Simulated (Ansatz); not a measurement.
```xyz
7

F     1.3459   -0.4631    1.1443
C     0.2855   -1.0020    0.5678
F     0.0704   -2.1688    1.1215
N    -0.4073   -0.5255   -0.3295
P    -0.0892    0.9174   -1.1923
H     0.2852    1.7975   -0.1360
H    -1.4293    1.3765   -1.2215
```

Geometry: PBE0-D4/def2-TZVP.

These are results of RKS PBE0-D4/def2-TZVPP (Ansatz 0.2.0), not measurements.

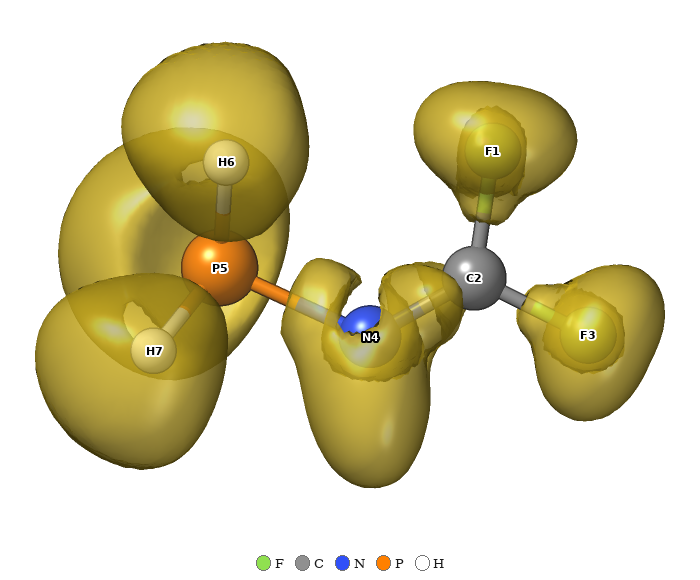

CH₂F₂NP (SMILES FC(F)=NP). Isosurface of the electron localisation function at 0.75 (yellow), seen across its widest extent. Only the valence region is drawn (cores and ρ < 0.01 e/Å³ removed).

What do the ELF domains correspond to?

The surface consists of two regions on F in which the atom's valence shell and bonds are merged, one region on N in which the atom's valence shell and bonds are merged and one joined region spread over several atoms (H, P), in which their bonds and any lone pairs are merged.

Values along the shortest contacts:
C–N (1.23 Å): the ELF peaks at about 0.90 between the atoms (a multiple bond). C–F (1.31 Å): the ELF peaks at about 0.85 between the atoms (a shared but strongly polarised pair).
